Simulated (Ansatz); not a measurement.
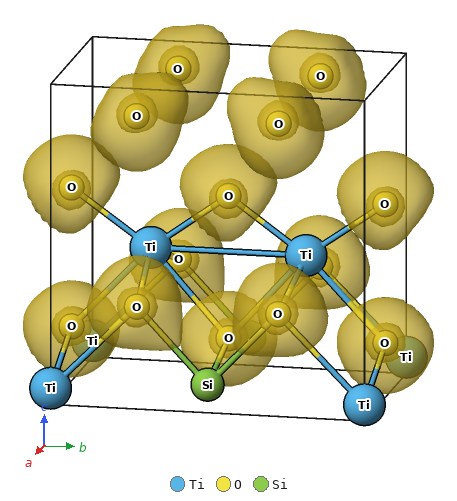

The picture shows: Ti$_{3}$SiO$_{8}$. Isosurface of the electron localisation function at 0.7 (yellow), seen slightly off an axis. Core shells and regions of very low density are left out. Sticks mark near contacts.

Space group Pmm2; a structure from a database of computed crystals, not necessarily the ambient phase; started from the tetragonal host prototype, which need not be the ambient phase; not relaxed (largest force 0.5 eV/Å); computed pressure about −2 GPa in this cell; computed without spin polarisation.

Theory: Ansatz, DFT, PBE0, plane waves, PAW.

Core electrons are frozen (PAW), and the valence fields are smoothed inside the atomic spheres.

Identify the bonds, lone pairs and shells in this picture.

At this value the surface marks out five regions on O in which the atom's valence shell and bonds are merged and three regions wrapped around O (the valence shell of each), counted in one cell of 12 atoms. Any copies at cell faces, edges or corners count once. Profiles from the grid: Si–O (1.69 Å): the ELF peaks at about 0.85 between the atoms. Ti–O (1.79 Å): the ELF peaks at about 0.80 in the valence shell of O, 0.6 Å from its nucleus, and is about 0.30 at the midpoint; no localised pair shows between them.
